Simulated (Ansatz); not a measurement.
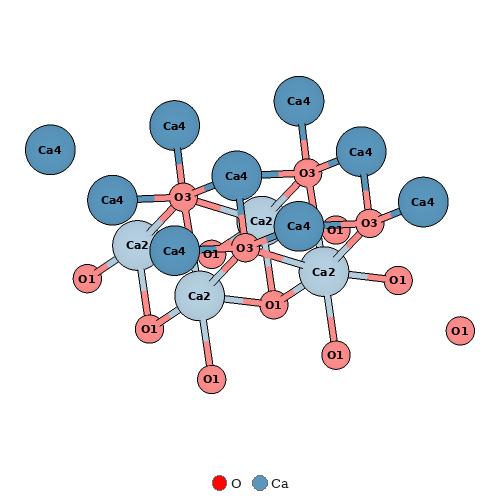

The system is CO on a CaO(111) slab cut from the Fm-3m phase, its upper half relaxed before the scan (4 atoms of substrate and one adsorbate in a 1 × 1 cell); the picture shows it without the atoms that are moved over the map. CO is moved over the surface cell; relaxed at each place: the height of the adsorbate's atoms; substrate rigid; the origin of the map has the adsorbate above Ca4. Places are given modulo a cell vector. The map is drawn in real space over the plane of the surface. The scan uses a 6 × 6 grid; 10 points were computed and 26 follow by symmetry. Energies are in meV, from the lowest grid point. With one adsorbate in each 1 × 1 cell, its nearest image is 3.4 Å away, so neighbouring adsorbates interact. The calculation used DFT PBE, scalar-relativistic, plane waves, PAW (Ansatz 0.2.0). Settings: cutoff 420 eV, k-mesh 9×9×1, gaussian smearing 0.05 eV, no spin polarisation.

Range: position of C5 along the first surface vector from 0.000 to 0.833; position of C5 along the second surface vector from 0.000 to 0.833.

### Predict the map.

The lowest grid point is at a threefold hollow over a third-layer Ca atom, (2/6, 4/6) of the cell vectors. The highest grid point, the top site over a surface Ca atom, (0/6, 0/6) of the cell vectors, lies 212 meV above the lowest. On the interpolated surface the easiest way out of the lowest well to its copy in the next cell or period passes a barrier of about 108 meV.

```tsv
second ↓, first →	0/6	1/6	2/6	3/6	4/6	5/6
5/6	196	159	57	57	159	196
4/6	131	57	0	57	131	157
3/6	67	57	57	67	103	103
2/6	131	159	131	103	111	103
1/6	196	196	157	103	103	157
0/6	212	196	131	67	131	196
```

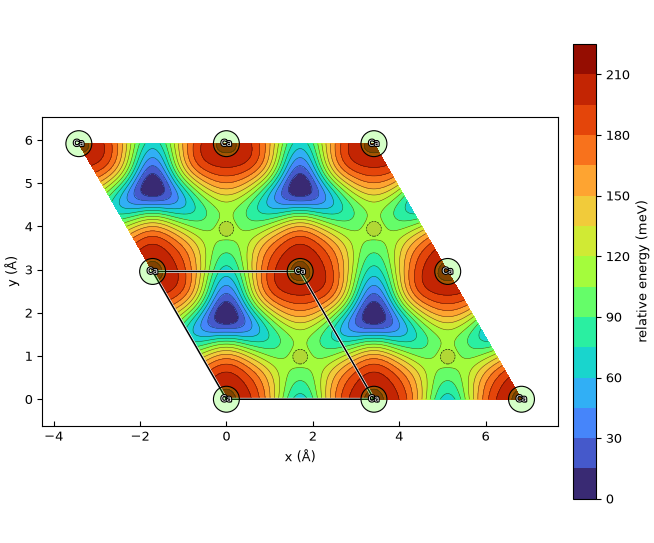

In the figure: filled contours, labelled circles for the atoms of the top layer and small ones for the second layer, the outline of one cell of the 2 × 2 shown. Between grid points the surface is interpolated.

Time for the 10 points that were run: 13 min on 1 thread of Intel(R) Xeon(R) Platinum 8259CL CPU @ 2.50GHz (Skylake/Cascade Lake), with other jobs on the host.
